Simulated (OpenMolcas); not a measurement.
## Multiconfigurational calculation for Ag⁴⁺ (part 2 of 2)

Continued. System: Ag⁴⁺. Method: state-averaged CASSCF, active space 7 electrons in the shell 4d, basis ANO-R1, X2C scalar Hamiltonian, spin-orbit coupling by RASSI with atomic mean-field integrals (OpenMolcas).

### The program's output (extracts), continued
```
--- RASSI ---
SPIN-FREE ENERGIES:
  (Shifted by EMIN (a.u.) =      -5308.8493934955)

 SF State       Relative EMIN(au)   Rel lowest level(eV)    D:o, cm**(-1)      L_eff

     1             0.0000000000        0.0000000000              0.0000         3.0
     2             0.0000000000        0.0000000000              0.0000         3.0
     3             0.0000000000        0.0000000000              0.0000         3.0
     4             0.0000000000        0.0000000000              0.0000         3.0
     5             0.0000000000        0.0000000000              0.0000         3.0
     6             0.0000000000        0.0000000000              0.0000         3.0
     7             0.0000000000        0.0000000000              0.0000         3.0
     8             0.0739642652        2.0126701900          16233.2798         1.0
     9             0.0739642652        2.0126701900          16233.2798         1.0
    10             0.0739642652        2.0126701900          16233.2798         1.0
    11             0.0795085542        2.1635379782          17450.1106         4.0
    12             0.0795085542        2.1635379782          17450.1106         4.0
    13             0.0795085542        2.1635379782          17450.1106         4.0
    14             0.0795085542        2.1635379782          17450.1106         4.0
    15             0.0795085542        2.1635379782          17450.1106         4.0
    16             0.0795085542        2.1635379782          17450.1106         4.0
    17             0.0795085542        2.1635379782          17450.1106         4.0
    18             0.0795085542        2.1635379782          17450.1106         4.0
    19             0.0795085542        2.1635379782          17450.1106         4.0
    20             0.1040935644        2.8325301868          22845.8967         4.9
    21             0.1040935644        2.8325301868          22845.8967         4.3
    22             0.1040935644        2.8325301868          22845.8967         4.4
    23             0.1040935644        2.8325301868          22845.8967         4.3
    24             0.1040935644        2.8325301868          22845.8967         4.9
    25             0.1040935644        2.8325301868          22845.8967         4.7
    26             0.1040935644        2.8325301868          22845.8967         4.6
    27             0.1040935644        2.8325301868          22845.8967         4.5
    28             0.1040935644        2.8325301868          22845.8967         4.4
    29             0.1040935644        2.8325301868          22845.8967         2.9
    30             0.1040935644        2.8325301868          22845.8967         4.7
    31             0.1040935644        2.8325301868          22845.8967         4.4
    32             0.1040935644        2.8325301868          22845.8967         4.5
    33             0.1040935644        2.8325301868          22845.8967         4.3
    34             0.1140906667        3.1045651979          25040.0070         2.0
    35             0.1140906667        3.1045651979          25040.0070         2.0
    36             0.1140906667        3.1045651979          25040.0070         2.0
    37             0.1140906667        3.1045651979          25040.0070         2.0
    38             0.1140906667        3.1045651979          25040.0070         2.0
    39             0.1778485950        4.8395068129          39033.2548         3.0
    40             0.1778485950        4.8395068129          39033.2548         3.0
Eigenvalues of complex Hamiltonian:
   -----------------------------------
  (Shifted by EMIN (a.u.) =      -5308.8493934955)

 SO State       Relative EMIN(au)   Rel lowest level(eV)    D:o, cm**(-1)     J-value

     1            -0.0180602499        0.0000000000              0.0000         4.0
     2            -0.0180602499        0.0000000000              0.0000         4.0
     3            -0.0180602499        0.0000000000              0.0000         3.9
     4            -0.0180602499        0.0000000000              0.0000         3.3
     5            -0.0180602499        0.0000000000              0.0000         3.0
     6            -0.0180602499        0.0000000000              0.0000         3.3
     7            -0.0180602499        0.0000000000              0.0000         3.4
     8            -0.0180602499        0.0000000000              0.0000         3.8
     9            -0.0180602499        0.0000000000              0.0000         3.8
    10            -0.0180602499        0.0000000000              0.0000         3.2
    11            -0.0008839273        0.4673915484           3769.7671         2.7
    12            -0.0008839273        0.4673915484           3769.7671         3.1
    13            -0.0008839273        0.4673915484           3769.7671         2.9
    14            -0.0008839273        0.4673915484           3769.7671         3.0
    15            -0.0008839273        0.4673915484           3769.7671         1.9
    16            -0.0008839273        0.4673915484           3769.7671         3.0
    17            -0.0008839273        0.4673915484           3769.7671         3.3
    18            -0.0008839273        0.4673915484           3769.7671         2.0
    19             0.0095008199        0.7499749149           6048.9556         2.0
    20             0.0095008199        0.7499749149           6048.9556         2.1
    21             0.0095008199        0.7499749149           6048.9556         1.8
    22             0.0095008199        0.7499749149           6048.9556         2.3
    23             0.0095008199        0.7499749149           6048.9556         2.1
    24             0.0095008199        0.7499749149           6048.9556         1.4
    25             0.0159229506        0.9247299953           7458.4504         0.9
    26             0.0159229506        0.9247299953           7458.4504         1.4
    27             0.0159229506        0.9247299953           7458.4504         1.4
    28             0.0159229506        0.9247299953           7458.4504         0.9
    29             0.0646724981        2.2512727620          18157.7394         1.2
    30             0.0646724981        2.2512727620          18157.7394         1.3
    31             0.0646724981        2.2512727620          18157.7394         1.1
    32             0.0646724981        2.2512727620          18157.7394         1.0
    33             0.0667282530        2.3072127012          18608.9254         2.1
    34             0.0667282530        2.3072127012          18608.9254         2.2
    35             0.0667282530        2.3072127012          18608.9254         1.2
    36             0.0667282530        2.3072127012          18608.9254         1.2
    37             0.0667282530        2.3072127012          18608.9254         2.4
    38             0.0667282530        2.3072127012          18608.9254         2.3
    39             0.0697739397        2.3900900583          19277.3764         3.0
    40             0.0697739397        2.3900900583          19277.3764         4.1
    41             0.0697739397        2.3900900583          19277.3764         4.0
Weights of the five most important spin-orbit-free states for each spin-orbit state.

 SO State  Total energy (au)           Spin-free states, spin, and weights
 -------------------------------------------------------------------------------------------------------
    1        -0.018060       6 1.5  0.2741    1 1.5  0.1884    7 1.5  0.1496    5 1.5  0.1322    4 1.5  0.0821
    2        -0.018060       5 1.5  0.3163    7 1.5  0.2154    6 1.5  0.1649    4 1.5  0.1325    3 1.5  0.0814
    3        -0.018060       4 1.5  0.1886    1 1.5  0.1668    5 1.5  0.1638    6 1.5  0.1406    2 1.5  0.1210
    4        -0.018060       3 1.5  0.1801    2 1.5  0.1641    4 1.5  0.1593    5 1.5  0.1533    6 1.5  0.1339
    5        -0.018060       5 1.5  0.1996    2 1.5  0.1939    3 1.5  0.1831    1 1.5  0.1640    4 1.5  0.0883
    6        -0.018060       3 1.5  0.2120    1 1.5  0.1861    6 1.5  0.1397    2 1.5  0.1277    7 1.5  0.1229
    7        -0.018060       3 1.5  0.1882    4 1.5  0.1697    2 1.5  0.1647    7 1.5  0.1640    1 1.5  0.1296
    8        -0.018060       7 1.5  0.2565    2 1.5  0.1964    4 1.5  0.1829    6 1.5  0.1300    3 1.5  0.0741
    9        -0.018060       4 1.5  0.2119    2 1.5  0.1864    7 1.5  0.1508    6 1.5  0.1479    3 1.5  0.1259
   10        -0.018060       1 1.5  0.2567    3 1.5  0.1896    5 1.5  0.1783    2 1.5  0.1357    7 1.5  0.0768
   11        -0.000884       2 1.5  0.3680    5 1.5  0.2024    1 1.5  0.1528    4 1.5  0.1018    7 1.5  0.0899
   12        -0.000884       7 1.5  0.2255    1 1.5  0.2244    4 1.5  0.1960    6 1.5  0.1255    3 1.5  0.0924
```

### Spin-orbit levels, grouped by J and assigned

| Configuration | Level | E (cm⁻¹) | LS purity (%) | Landé g |
| --- | --- | --- | --- | --- |
| 4d⁷ | ⁴F₉/₂ | 0 | 97 | 1.327 |
| 4d⁷ | ⁴F₇/₂ | 3,770 | 99 | 1.236 |
| 4d⁷ | ⁴F₅/₂ | 6,049 | 98 | 1.032 |
| 4d⁷ | ⁴F₃/₂ | 7,458 | 96 | 0.417 |
| 4d⁷ | ⁴P₃/₂ | 18,160 | 69 | 1.596 |
| 4d⁷ | ⁴P₅/₂ | 18,610 | 97 | 1.587 |
| 4d⁷ | ²G₉/₂ | 19,280 | 83 | 1.090 |
| 4d⁷ | ⁴P₁/₂ | 21,000 | 87 | 2.418 |
| 4d⁷ | ²G₇/₂ | 22,990 | 98 | 0.894 |
| 4d⁷ | ²H₁₁/₂ | 25,700 | 100 | 1.091 |
| 4d⁷ | J = 3/2 (even, mixed) | 25,830 | 43 | 1.273 |
| 4d⁷ | ²D₅/₂ | 28,330 | 95 | 1.208 |
| 4d⁷ | ²P₁/₂ | 29,340 | 87 | 0.919 |
| 4d⁷ | ²H₉/₂ | 29,570 | 86 | 0.937 |
| 4d⁷ | ²D₃/₂ | 34,670 | 65 | 0.980 |
| 4d⁷ | ²F₅/₂ | 41,920 | 98 | 0.864 |
| 4d⁷ | ²F₇/₂ | 43,830 | 99 | 1.140 |
| 4d⁷ | ²D₃/₂ | 65,220 | 99 | 0.800 |
| 4d⁷ | ²D₅/₂ | 67,060 | 98 | 1.196 |

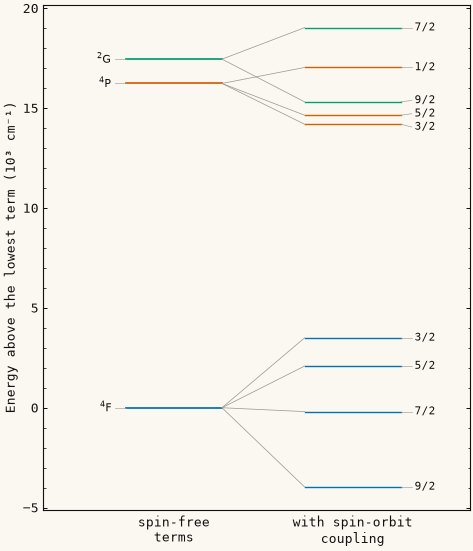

*Terms of Ag⁴⁺ (silver, Z = 47) without and with spin-orbit coupling; numbers at the right are J.*

⁴F (at 0) splits over 7,460 cm⁻¹ into J = 9/2, 7/2, 5/2, 3/2 from the bottom up (inverted); ⁴P (at 16,200 cm⁻¹) splits over 2,840 cm⁻¹ into J = 3/2, 5/2, 1/2 from the bottom up (irregular); ²G (at 17,500 cm⁻¹) splits over 3,710 cm⁻¹ into J = 9/2, 7/2 from the bottom up (inverted). The ground level lies 3,960 cm⁻¹ below the lowest term.

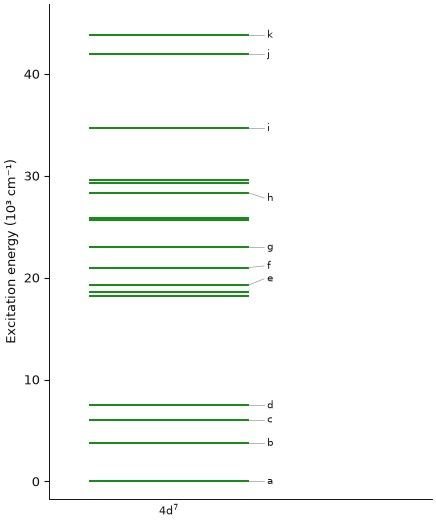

*The lowest computed levels of Ag⁴⁺, 11 of them lettered.*

a: 4d⁷ ⁴F₉/₂ at 0; b: 4d⁷ ⁴F₇/₂ at 3,770 cm⁻¹; c: 4d⁷ ⁴F₅/₂ at 6,050 cm⁻¹; d: 4d⁷ ⁴F₃/₂ at 7,460 cm⁻¹; e: 4d⁷ ²G₉/₂ at 19,300 cm⁻¹; f: 4d⁷ ⁴P₁/₂ at 21,000 cm⁻¹; g: 4d⁷ ²G₇/₂ at 23,000 cm⁻¹; h: 4d⁷ ²D₅/₂ at 28,300 cm⁻¹; i: 4d⁷ ²D₃/₂ at 34,700 cm⁻¹; j: 4d⁷ ²F₅/₂ at 41,900 cm⁻¹; k: 4d⁷ ²F₇/₂ at 43,800 cm⁻¹.

Outcome of the run: converged.
